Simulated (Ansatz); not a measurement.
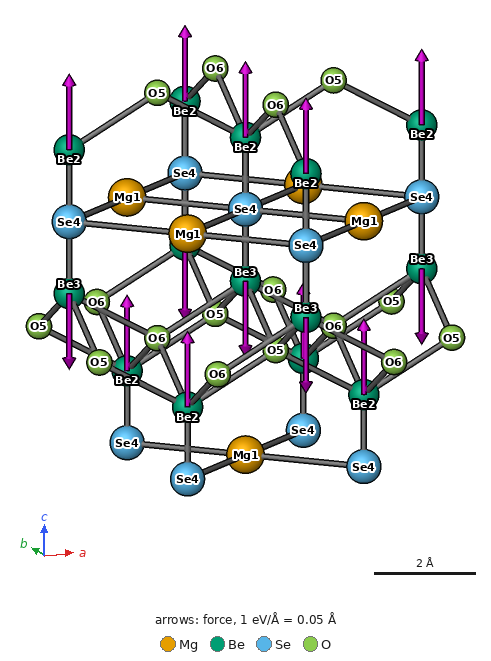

Starting geometry of a crystal of MgBe2SeO2 (a generated structure, set up in I4/mmm) (coarse preliminary run) with the computed forces as purple arrows. Style: ball-and-stick. Shown: the atoms within 5.0 Å of the atom that moves most (axes of the conventional cell (2 times the calculation's cell)), slightly off an axis. Lengths and directions refer to the drawn axes.

All numbers below come from DFT PBE, scalar-relativistic, plane waves, PAW (Ansatz 0.2.0).

The input:
```yaml
crystal:
  lattice:
    - [-1.85146321, 1.85146321, 4.98150434]
    - [1.85146321, -1.85146321, 4.98150434]
    - [1.85146321, 1.85146321, -4.98150434]
  atoms:
    - { symbol: Mg, position: [0.5, 0.5, 0.0] }
    - { symbol: Be, position: [0.14646462, 0.14646462, 0.0] }
    - { symbol: Be, position: [0.85353538, 0.85353538, 0.0] }
    - { symbol: Se, position: [0.0, 0.0, 0.0] }
    - { symbol: O, position: [0.25, 0.75, 0.5] }
    - { symbol: O, position: [0.75, 0.25, 0.5] }
basis:
  ecutwfc: 420
kpoints:
  mp_grid: { grid: [6, 6, 6] }
hamiltonian:
  xc: pbe
scf:
  occupations: { method: gaussian, width: 0.1 }
  lower_state_search: "off"
output:
  forces: true
  stress: true
  eigenvalues: true
relax:
  adjacent_minimum: "off"
  f_tol: 0.04
  max_steps: 70
  cell: { stress_tol: 0.4 }
```

Command:
```bash
ansatz run input.yaml --threads 1 --pin off --max-ram 2560MiB --backend cpu --events-out ev --progress --plain --runs-dir out
```

What follows when this structure is relaxed?

It isn't relaxed: the largest force vector, on Be atoms, is 31.17 eV/Å. The atoms end up moving mostly along the starting forces (cosine between the two patterns 1.00). The largest moves relative to the cell, 1.50 Å, are those of Be2 and Be3. Be3 goes along −c. Se and O and Mg stay in place. Cell: a = b 3.703 → 3.475 Å (−6.2 %), c 9.963 → 15.042 Å (+51.0 %). Volume +33.0 %. Near-neighbour distances that change, for instance: Be2–Se4 1.459 → 3.701 Å, Be2–O5 2.119 → 1.739 Å, Mg1–Se4 2.618 → 2.457 Å. Bonds break: Be2–Se4 (1.46 → 3.70 Å), Be3–Se4 (1.46 → 3.70 Å). The space group stays I4/mmm (No. 139). After 15 accepted moves (19 points after the start) the energy has fallen by 16.697 eV per cell of the calculation. The largest force component goes from 31 to 0.021 eV/Å. Pressure: 49.43 GPa at the start and 0.10 GPa at the end. The SCF was repeated 4 times at an unchanged geometry on a basis and grid sized afresh for the cell, which shifted the energy by 0.119 eV per cell of the calculation at most. The run took 40 s on 1 thread of Intel(R) Xeon(R) 6975P-C (Granite Rapids), with other jobs on the host, peak memory 0.46 GiB.
